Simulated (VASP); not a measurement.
# A VASP study of LaBRh3 (rev-vdW-DF2): structure first, properties next, part 4 of 5

What structure does LaBRh3 take at this level, and what are its properties? The start is a cell from a database of measured crystal structures.

VASP 6.6.1; rev-vdW-DF2; plane waves and PAW (La, B, Rh_pv).

Still holding for the runs below: This run has no spin polarisation. Its electron count is odd, so without a moment it is a metal by construction. The k-mesh is coarse for a metal.

So far. Step 6 (Zone-centre phonons (rev-vdW-DF2)): The three acoustic modes lie within 1.1 cm⁻¹ of zero, and all others are real. By the characters of their eigenvectors the optical modes sort into (cm⁻¹) infrared active: T1u 92, T1u 156, T1u 472; silent: T2u 135. Step 7 (Volume scan with rev-vdW-DF2): The pressure here is 12.50 GPa.

## 8. Volume scan with rev-vdW-DF2 (run 2)

INCAR

```
SYSTEM = LaBRh3
PREC = Accurate
ENCUT = 420
EDIFF = 1E-06
NELM = 100
ISMEAR = 1
SIGMA = 0.2
LREAL = .FALSE.
ALGO = Normal
GGA = MK
AGGAC = 0
LUSE_VDW = .TRUE.
PARAM1 = 0.1234
PARAM2 = 0.711357
ZAB_VDW = -1.8867
LASPH = .TRUE.
NBANDS = 36
LORBIT = 11
LWAVE = .FALSE.
LCHARG = .FALSE.
KPAR = 4
ISIF = 2
```

POSCAR

```
LaBRh3
1.0
    4.1950309907      0.0000000000      0.0000000000
    0.0000000000      4.1950309907      0.0000000000
    0.0000000000      0.0000000000      4.1950309907
La B Rh
1 1 3
Direct
    0.0000000000      0.0000000000      0.0000000000
    0.5000000000      0.5000000000      0.5000000000
    0.0000000000      0.5000000000      0.5000000000
    0.5000000000      0.0000000000      0.5000000000
    0.5000000000      0.5000000000      0.0000000000
```

KPOINTS

```
Automatic mesh
0
Gamma
5 5 5
0 0 0
```

The projector-augmented-wave data sets are La, B and Rh_pv (PBE family, release 64).

The run is started by

```console
> mpirun -np 4 vasp_std
```

Output:

```text
[... set-up lines as in an earlier step ...]
 entering main loop
       N       E                     dE             d eps       ncg     rms          rms(c)
DAV:   1     0.598206945213E+03    0.59821E+03   -0.28416E+04   984   0.212E+03
DAV:   2     0.518165359209E+02   -0.54639E+03   -0.52260E+03   732   0.511E+02
DAV:   3    -0.223152513068E+02   -0.74132E+02   -0.69428E+02   996   0.149E+02
DAV:   4    -0.286029628416E+02   -0.62877E+01   -0.61441E+01  1300   0.514E+01
DAV:   5    -0.288707466641E+02   -0.26778E+00   -0.26629E+00  1096   0.703E+00    0.224E+01
DAV:   6    -0.268407494370E+02    0.20300E+01   -0.43767E+01  1032   0.428E+01    0.791E+00
DAV:   7    -0.258133707873E+02    0.10274E+01   -0.85010E+00  1124   0.219E+01    0.482E+00
DAV:   8    -0.258241102050E+02   -0.10739E-01   -0.73904E-01  1208   0.544E+00    0.185E+00
DAV:   9    -0.257984761326E+02    0.25634E-01   -0.18470E-01  1120   0.324E+00    0.600E-01
DAV:  10    -0.257998566214E+02   -0.13805E-02   -0.10538E-02  1088   0.734E-01    0.145E-01
DAV:  11    -0.258002218913E+02   -0.36527E-03   -0.16762E-03  1192   0.303E-01    0.752E-02
DAV:  12    -0.258003017957E+02   -0.79904E-04   -0.28333E-04  1256   0.896E-02    0.409E-02
DAV:  13    -0.258002892205E+02    0.12575E-04   -0.27062E-04  1088   0.131E-01    0.166E-02
DAV:  14    -0.258002829744E+02    0.62461E-05   -0.27740E-05  1032   0.411E-02    0.339E-03
DAV:  15    -0.258002829320E+02    0.42338E-07   -0.10977E-06   576   0.956E-03
   1 F= -.25800283E+02 E0= -.25800823E+02  d E =0.162057E-02
```

It took 45 s on 4 MPI ranks of AMD EPYC 7R43, shared host; peak memory 1.2 GiB; 3 min of CPU time.

OUTCAR, selected parts (step 8):

```text
   ENCUT  =  420.0 eV  30.87 Ry    5.56 a.u.   7.01  7.01  7.01*2*pi/ulx,y,z

   NELECT =      59.0000    total number of electrons

 E-fermi :  10.8447

 k-point     1 :       0.0000    0.0000    0.0000
  band No.  band energies     occupation
    ...
     24       9.5595      2.00000
     25       9.5595      2.00000
     26      10.2555      2.00025
     27      10.2555      2.00025
     28      10.2555      2.00025
     29      11.0460     -0.05157
     30      11.0970     -0.07052
     31      11.0970     -0.07052
     32      11.0970     -0.07052
     33      14.2339     -0.00000
    ...

Total vdW correction in eV:      7.4363315

  Total        3.6200885      3.6200885      3.6200885      0.0000000      0.0000000      0.0000000
  in kB       78.5641203     78.5641203     78.5641203      0.0000000      0.0000000      0.0000000
  external PRESSURE =      78.5641203 kB  Pullay stress =       0.0000000 kB

 POSITION                                       TOTAL-FORCE (eV/Angst)
 -----------------------------------------------------------------------------------
      0.00000      0.00000      0.00000         0.000000      0.000000      0.000000
      2.09752      2.09752      2.09752         0.000000      0.000000      0.000000
      0.00000      2.09752      2.09752         0.000000      0.000000      0.000000
      2.09752      0.00000      2.09752         0.000000      0.000000      0.000000
      2.09752      2.09752      0.00000         0.000000      0.000000      0.000000
 -----------------------------------------------------------------------------------
    total drift:                                0.000000      0.000000      0.000000

  FREE ENERGIE OF THE ION-ELECTRON SYSTEM (eV)
  ---------------------------------------------------
  free  energy   TOTEN  =       -25.8002829320 eV

  energy  without entropy=      -25.8019035029  energy(sigma->0) =      -25.80082312

Total vdW correction in eV:      7.4363579

[... 4 parts as in an earlier step ...]

[... 12 further parts left out ...]
```

This step gave:

| Quantity | Value |
| --- | --- |
| free energy (TOTEN) | -25.80 eV |
| energy at zero smearing | -25.80 eV |
| Fermi energy | 10.84 eV |
| pressure | 7.856 GPa |

The pressure falls from 12.50 to 7.86 GPa.

The run ends at a pressure of 7.86 GPa.

## 9. Volume scan with rev-vdW-DF2 (run 3)

INCAR is that of step 8.

Edit POSCAR of step 8 so:

```diff
@@ -2,5 +2,5 @@
 1.0
-    4.1950309907      0.0000000000      0.0000000000
-    0.0000000000      4.1950309907      0.0000000000
-    0.0000000000      0.0000000000      4.1950309907
+    4.2239631532      0.0000000000      0.0000000000
+    0.0000000000      4.2239631532      0.0000000000
+    0.0000000000      0.0000000000      4.2239631532
 La B Rh
```

KPOINTS is that of step 8.

The run is started by

```console
> mpirun -np 4 vasp_std
```

Output:

```text
[... set-up lines as in an earlier step ...]
 entering main loop
       N       E                     dE             d eps       ncg     rms          rms(c)
DAV:   1     0.600976518915E+03    0.60098E+03   -0.28516E+04   976   0.214E+03
DAV:   2     0.525921165422E+02   -0.54838E+03   -0.52923E+03   752   0.507E+02
DAV:   3    -0.220169054299E+02   -0.74609E+02   -0.69644E+02  1008   0.150E+02
DAV:   4    -0.286293223622E+02   -0.66124E+01   -0.64578E+01  1296   0.497E+01
[...]
DAV:  13    -0.258600136994E+02    0.10830E-04   -0.23654E-04  1064   0.123E-01    0.150E-02
DAV:  14    -0.258600077459E+02    0.59535E-05   -0.27978E-05  1024   0.410E-02    0.279E-03
DAV:  15    -0.258600077617E+02   -0.15789E-07   -0.10978E-06   580   0.868E-03
   1 F= -.25860008E+02 E0= -.25859911E+02  d E =-.290889E-03
```

Elapsed: 48 s, on 4 MPI ranks; peak memory 1.2 GiB.

OUTCAR, selected parts (step 9):

```text
  Total        1.7488365      1.7488365      1.7488365     -0.0000000      0.0000000     -0.0000000
  in kB       37.1791478     37.1791478     37.1791478     -0.0000000      0.0000000     -0.0000000
  external PRESSURE =      37.1791478 kB  Pullay stress =       0.0000000 kB

 POSITION                                       TOTAL-FORCE (eV/Angst)
 -----------------------------------------------------------------------------------
      0.00000      0.00000      0.00000         0.000000      0.000000      0.000000
      2.11198      2.11198      2.11198         0.000000      0.000000      0.000000
      0.00000      2.11198      2.11198         0.000000      0.000000      0.000000
      2.11198      0.00000      2.11198         0.000000      0.000000      0.000000
      2.11198      2.11198      0.00000         0.000000      0.000000      0.000000
 -----------------------------------------------------------------------------------
    total drift:                                0.000000      0.000000      0.000000

  FREE ENERGIE OF THE ION-ELECTRON SYSTEM (eV)
  ---------------------------------------------------
  free  energy   TOTEN  =       -25.8600077617 eV

  energy  without entropy=      -25.8597168723  energy(sigma->0) =      -25.85991080

[... 1 part as in an earlier step ...]

[... 2 further parts left out ...]
[key lines of the parts left out:]
E-fermi :  10.5273
```

The pressure falls from 7.86 to 3.72 GPa.

The run ends at a pressure of 3.72 GPa.

## 10. Volume scan with rev-vdW-DF2 (run 4)

INCAR is that of step 9.

Edit POSCAR of step 9 so:

```diff
@@ -2,5 +2,5 @@
 1.0
-    4.2239631532      0.0000000000      0.0000000000
-    0.0000000000      4.2239631532      0.0000000000
-    0.0000000000      0.0000000000      4.2239631532
+    4.2525043105      0.0000000000      0.0000000000
+    0.0000000000      4.2525043105      0.0000000000
+    0.0000000000      0.0000000000      4.2525043105
 La B Rh
```

KPOINTS is that of step 9.

The run is started by

```console
> mpirun -np 4 vasp_std
```

Output:

```text
[... set-up lines as in an earlier step ...]
 entering main loop
       N       E                     dE             d eps       ncg     rms          rms(c)
DAV:   1     0.570758376028E+03    0.57076E+03   -0.28603E+04  1008   0.210E+03
DAV:   2     0.499200410426E+02   -0.52084E+03   -0.50034E+03   728   0.496E+02
DAV:   3    -0.227426076843E+02   -0.72663E+02   -0.67863E+02   980   0.144E+02
DAV:   4    -0.285868691706E+02   -0.58443E+01   -0.57789E+01  1308   0.512E+01
DAV:   5    -0.288347511991E+02   -0.24788E+00   -0.24586E+00  1072   0.674E+00    0.205E+01
DAV:   6    -0.270233030893E+02    0.18114E+01   -0.44297E+01  1040   0.418E+01    0.813E+00
[... 1 cycle as in an earlier step ...]
DAV:   8    -0.258977750218E+02   -0.41432E-02   -0.63721E-01  1232   0.488E+00    0.172E+00
DAV:   9    -0.258808697939E+02    0.16905E-01   -0.13547E-01  1136   0.267E+00    0.552E-01
DAV:  10    -0.258819880298E+02   -0.11182E-02   -0.89122E-03  1064   0.655E-01    0.138E-01
DAV:  11    -0.258822704063E+02   -0.28238E-03   -0.13845E-03  1256   0.291E-01    0.666E-02
DAV:  12    -0.258823089964E+02   -0.38590E-04   -0.19544E-04  1200   0.790E-02    0.360E-02
DAV:  13    -0.258822991064E+02    0.98900E-05   -0.20789E-04  1064   0.115E-01    0.143E-02
DAV:  14    -0.258822932744E+02    0.58320E-05   -0.27372E-05  1008   0.397E-02    0.271E-03
DAV:  15    -0.258822932895E+02   -0.15115E-07   -0.10805E-06   584   0.775E-03
   1 F= -.25882293E+02 E0= -.25881595E+02  d E =-.209564E-02
```

The job ended after 49 s (4 MPI ranks; peak memory 1.2 GiB; 3.2 min of CPU time).

From OUTCAR (step 10):

```text
  Total        0.0084400      0.0084400      0.0084400     -0.0000000      0.0000000     -0.0000000
  in kB        0.1758398      0.1758398      0.1758398     -0.0000000      0.0000000     -0.0000000
  external PRESSURE =       0.1758398 kB  Pullay stress =       0.0000000 kB

  FREE ENERGIE OF THE ION-ELECTRON SYSTEM (eV)
  ---------------------------------------------------
  free  energy   TOTEN  =       -25.8822932895 eV

  energy  without entropy=      -25.8801976460  energy(sigma->0) =      -25.88159474

[... 3 parts as in an earlier step ...]

[... 1 further part left out ...]
[key lines of the parts left out:]
E-fermi :  10.2232
```

The pressure falls from 3.72 to 0.02 GPa.

The run ends at a pressure of 0.02 GPa.

## 11. Volume scan with rev-vdW-DF2 (run 5)

INCAR is that of step 10.

Edit POSCAR of step 10 so:

```diff
@@ -2,5 +2,5 @@
 1.0
-    4.2525043105      0.0000000000      0.0000000000
-    0.0000000000      4.2525043105      0.0000000000
-    0.0000000000      0.0000000000      4.2525043105
+    4.2806674115      0.0000000000      0.0000000000
+    0.0000000000      4.2806674115      0.0000000000
+    0.0000000000      0.0000000000      4.2806674115
 La B Rh
```

KPOINTS is that of step 10.

The run is started by

```console
> mpirun -np 4 vasp_std
```

Output:

```text
[... set-up lines as in an earlier step ...]
 entering main loop
       N       E                     dE             d eps       ncg     rms          rms(c)
DAV:   1     0.596054243754E+03    0.59605E+03   -0.28603E+04  1000   0.212E+03
DAV:   2     0.559462677903E+02   -0.54011E+03   -0.51855E+03   728   0.497E+02
DAV:   3    -0.214894925107E+02   -0.77436E+02   -0.71903E+02  1008   0.152E+02
DAV:   4    -0.285335796388E+02   -0.70441E+01   -0.68274E+01  1340   0.532E+01
[...]
DAV:  13    -0.258702365671E+02    0.12744E-04   -0.20115E-04  1064   0.111E-01    0.135E-02
DAV:  14    -0.258702312154E+02    0.53517E-05   -0.25374E-05  1032   0.371E-02    0.259E-03
DAV:  15    -0.258702311863E+02    0.29086E-07   -0.76483E-07   528   0.724E-03
   1 F= -.25870231E+02 E0= -.25868960E+02  d E =-.381441E-02
```

Wall time 57 s (4 MPI ranks); peak memory 1.4 GiB; 3.7 min of CPU time.

From OUTCAR (step 11):

```text
  Total       -1.6183158     -1.6183158     -1.6183158     -0.0000000     -0.0000000      0.0000000
  in kB      -33.0551703    -33.0551703    -33.0551703     -0.0000000     -0.0000000      0.0000000
  external PRESSURE =     -33.0551703 kB  Pullay stress =       0.0000000 kB

 POSITION                                       TOTAL-FORCE (eV/Angst)
 -----------------------------------------------------------------------------------
      0.00000      0.00000      0.00000         0.000000      0.000000      0.000000
      2.14033      2.14033      2.14033         0.000000      0.000000      0.000000
      0.00000      2.14033      2.14033         0.000000      0.000000      0.000000
      2.14033      0.00000      2.14033         0.000000      0.000000      0.000000
      2.14033      2.14033      0.00000         0.000000      0.000000      0.000000
 -----------------------------------------------------------------------------------
    total drift:                                0.000000      0.000000     -0.000000

  FREE ENERGIE OF THE ION-ELECTRON SYSTEM (eV)
  ---------------------------------------------------
  free  energy   TOTEN  =       -25.8702311863 eV

  energy  without entropy=      -25.8664167810  energy(sigma->0) =      -25.86895972

[... 1 part as in an earlier step ...]

[... 2 further parts left out ...]
[key lines of the parts left out:]
E-fermi :   9.9318
```

The pressure falls from 0.02 to -3.31 GPa.

The run ends at a pressure of -3.31 GPa.

## 12. Volume scan with rev-vdW-DF2 (run 6)

INCAR is that of step 11.

Edit POSCAR of step 11 so:

```diff
@@ -2,5 +2,5 @@
 1.0
-    4.2806674115      0.0000000000      0.0000000000
-    0.0000000000      4.2806674115      0.0000000000
-    0.0000000000      0.0000000000      4.2806674115
+    4.3084647320      0.0000000000      0.0000000000
+    0.0000000000      4.3084647320      0.0000000000
+    0.0000000000      0.0000000000      4.3084647320
 La B Rh
```

KPOINTS is that of step 11.

The run is started by

```console
> mpirun -np 4 vasp_std
```

Output:

```text
[... set-up lines as in an earlier step ...]
 entering main loop
       N       E                     dE             d eps       ncg     rms          rms(c)
DAV:   1     0.567658788660E+03    0.56766E+03   -0.28448E+04  1000   0.209E+03
DAV:   2     0.471513176890E+02   -0.52051E+03   -0.49830E+03   736   0.485E+02
DAV:   3    -0.227299379357E+02   -0.69881E+02   -0.65237E+02  1036   0.143E+02
DAV:   4    -0.284893787513E+02   -0.57594E+01   -0.56495E+01  1340   0.453E+01
[...]
DAV:  13    -0.258278462599E+02    0.12366E-04   -0.20100E-04  1032   0.110E-01    0.135E-02
DAV:  14    -0.258278405034E+02    0.57565E-05   -0.28849E-05  1016   0.403E-02    0.241E-03
DAV:  15    -0.258278405155E+02   -0.12128E-07   -0.87121E-07   544   0.703E-03
   1 F= -.25827841E+02 E0= -.25826022E+02  d E =-.545525E-02
```

Run time: 53 s. Hardware: 4 MPI ranks; peak memory 1.3 GiB; 3.4 min of CPU time.

Parts of OUTCAR (step 12):

```text
  Total       -3.1341801     -3.1341801     -3.1341801     -0.0000000     -0.0000000      0.0000000
  in kB      -62.7865903    -62.7865903    -62.7865903     -0.0000000     -0.0000000      0.0000000
  external PRESSURE =     -62.7865903 kB  Pullay stress =       0.0000000 kB

 POSITION                                       TOTAL-FORCE (eV/Angst)
 -----------------------------------------------------------------------------------
      0.00000      0.00000      0.00000         0.000000      0.000000      0.000000
      2.15423      2.15423      2.15423         0.000000      0.000000      0.000000
      0.00000      2.15423      2.15423         0.000000      0.000000      0.000000
      2.15423      0.00000      2.15423         0.000000      0.000000      0.000000
      2.15423      2.15423      0.00000         0.000000      0.000000      0.000000
 -----------------------------------------------------------------------------------
    total drift:                                0.000000      0.000000     -0.000000

  FREE ENERGIE OF THE ION-ELECTRON SYSTEM (eV)
  ---------------------------------------------------
  free  energy   TOTEN  =       -25.8278405155 eV

  energy  without entropy=      -25.8223852629  energy(sigma->0) =      -25.82602210

[... 1 part as in an earlier step ...]

[... 2 further parts left out ...]
[key lines of the parts left out:]
E-fermi :   9.6523
```

The pressure falls from -3.31 to -6.28 GPa.

The run ends at a pressure of -6.28 GPa.

## 13. Volume scan with rev-vdW-DF2 (run 7)

A prediction first. A parabola through the 6 pressures of evenly scaled cells so far, P = 0.00 -176.0 t +415 t² GPa with t = ln(V/V₁) and V₁ the volume at scale 1, gives -8.85 GPa at t = +0.0583.

INCAR is that of step 12.

Edit POSCAR of step 12 so:

```diff
@@ -2,5 +2,5 @@
 1.0
-    4.3084647320      0.0000000000      0.0000000000
-    0.0000000000      4.3084647320      0.0000000000
-    0.0000000000      0.0000000000      4.3084647320
+    4.3359079224      0.0000000000      0.0000000000
+    0.0000000000      4.3359079224      0.0000000000
+    0.0000000000      0.0000000000      4.3359079224
 La B Rh
```

KPOINTS is that of step 12.

The run is started by

```console
> mpirun -np 4 vasp_std
```

Output:

```text
[... set-up lines as in an earlier step ...]
 entering main loop
       N       E                     dE             d eps       ncg     rms          rms(c)
DAV:   1     0.557498221837E+03    0.55750E+03   -0.28817E+04  1032   0.208E+03
DAV:   2     0.475017425442E+02   -0.51000E+03   -0.48993E+03   724   0.488E+02
DAV:   3    -0.217992831733E+02   -0.69301E+02   -0.64989E+02  1004   0.139E+02
DAV:   4    -0.282464043679E+02   -0.64471E+01   -0.61670E+01  1316   0.500E+01
[...]
DAV:  13    -0.257587209524E+02    0.10462E-04   -0.14324E-04   984   0.908E-02    0.112E-02
DAV:  14    -0.257587170907E+02    0.38617E-05   -0.19134E-05  1016   0.317E-02    0.185E-03
DAV:  15    -0.257587170929E+02   -0.21819E-08   -0.50886E-07   496   0.698E-03
   1 F= -.25758717E+02 E0= -.25756374E+02  d E =-.702943E-02
```

It took 57 s on 4 MPI ranks; peak memory 1.3 GiB; 3.7 min of CPU time.

Parts of OUTCAR (step 13):

```text
  Total       -4.5489699     -4.5489699     -4.5489699      0.0000000      0.0000000     -0.0000000
  in kB      -89.4094637    -89.4094637    -89.4094637      0.0000000      0.0000000     -0.0000000
  external PRESSURE =     -89.4094637 kB  Pullay stress =       0.0000000 kB

 POSITION                                       TOTAL-FORCE (eV/Angst)
 -----------------------------------------------------------------------------------
      0.00000      0.00000      0.00000         0.000000      0.000000      0.000000
      2.16795      2.16795      2.16795         0.000000      0.000000      0.000000
      0.00000      2.16795      2.16795         0.000000      0.000000      0.000000
      2.16795      0.00000      2.16795         0.000000      0.000000      0.000000
      2.16795      2.16795      0.00000         0.000000      0.000000      0.000000
 -----------------------------------------------------------------------------------
    total drift:                                0.000000      0.000000     -0.000000

  FREE ENERGIE OF THE ION-ELECTRON SYSTEM (eV)
  ---------------------------------------------------
  free  energy   TOTEN  =       -25.7587170929 eV

  energy  without entropy=      -25.7516876644  energy(sigma->0) =      -25.75637395

[... 1 part as in an earlier step ...]

[... 2 further parts left out ...]
[key lines of the parts left out:]
E-fermi :   9.3842
```

The pressure falls from -6.28 to -8.94 GPa. The parabola predicted -8.85 GPa, +0.09 GPa off.

## 14. Side by side

Times are for 4 MPI ranks of AMD EPYC 7R43, shared host. Results by setting:

```csv
no.,volume scale,energy above the lowest point (meV/atom),pressure (GPa),time,memory (GiB)
1,0.94,36.27,12.50,48 s,1.2
2,0.96,16.15,7.856,45 s,1.2
3,0.98,4.34,3.718,48 s,1.2
4,1,0,0.01758,49 s,1.2
5,1.02,2.53,-3.306,57 s,1.4
6,1.04,11.11,-6.279,53 s,1.3
7,1.06,25.04,-8.941,57 s,1.3
```

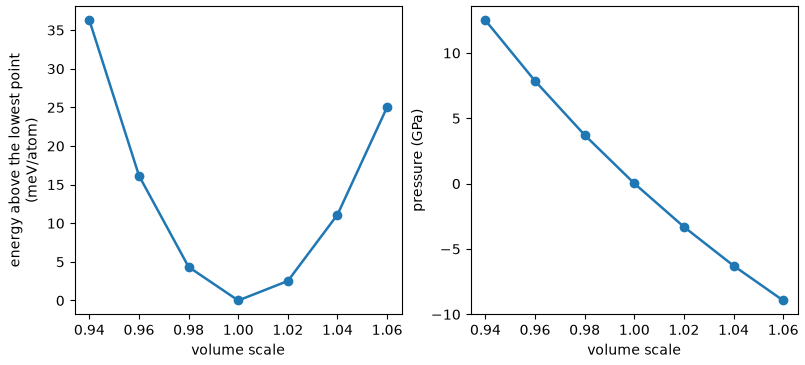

The series as plots.

## 15. Fit for rev-vdW-DF2

This step: Birch-Murnaghan fit, rev-vdW-DF2; plane waves and PAW (VASP 6.6.1).

Derived from the runs above.

Numbers from this step:

- pressure derivative of the bulk modulus: 4.361
- r.m.s. error of the fit: 3.04e-5 eV/atom
- minimum inside the sampled range: yes
- bulk modulus: 173.9 GPa
- equilibrium volume of the fit: 15.42 Å³/atom

Energy above the fitted minimum against volume:

```csv
volume (Å³/atom),energy above the fitted minimum (eV/atom)
14.457,0.0363
14.765,0.0161
15.073,0.00433
15.380,-5.9e-6
15.688,0.00252
15.995,0.0111
16.303,0.0250
```

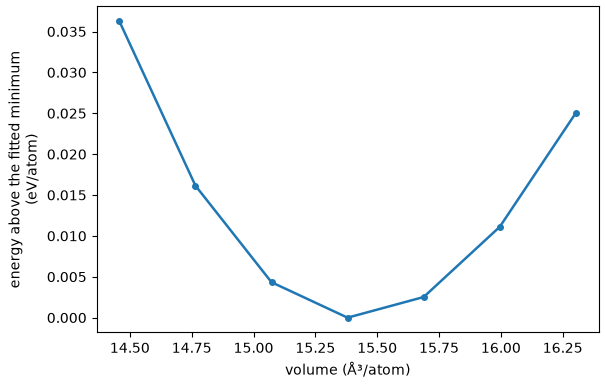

Energy above the fitted minimum, plotted against volume.

The fitted volume lies +0.23 % from the relaxed one. At a finite cutoff and mesh the minimum of the energy and the zero of the stress don't quite coincide, and the relaxation stops at a threshold.

[end of part 4 of 5]

[Lines on the potential files, build, host, timing and source positions are cut from VASP's logs without a mark.]

[Logs are printed without paths, hosts, clocks, repeated set-up lines and the standing remarks that a program may print on its own settings, such as how far it seeks lower states.]

[Hosts, paths, dates, database ids (printed as entryN), source tags and the programs' standing remarks are cut or masked in the printed files.]

[A measured line is paired with the nearest computed mode of its activity, which favours agreement.]
